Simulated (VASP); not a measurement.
Band structure of Ag2S (space group Pc). Method: LDA (Ceperley-Alder, Perdew-Zunger) with spin-orbit coupling, VASP's LDA PAW potentials (set 64) (plane waves; VASP).

The path is coarsely sampled, so an indirect gap can come out somewhat too large.

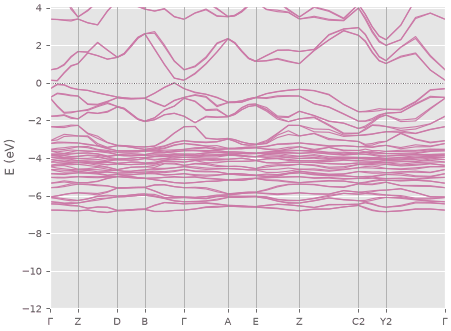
Bands along high-symmetry lines, zero at the valence-band maximum or, without a gap, the Fermi level

Problem. Read the plot: is there a gap, and where are the band edges?

Solution. The gap is indirect, 0.10 eV, from the valence maximum at B-Γ at 0.75 to the conduction minimum at Γ-Z at 0.25.

The structure comes from a computed database's Ag2S entry (Pc); how it stands against other phases isn't given here. It was relaxed first, which changed the volume by -9 %.
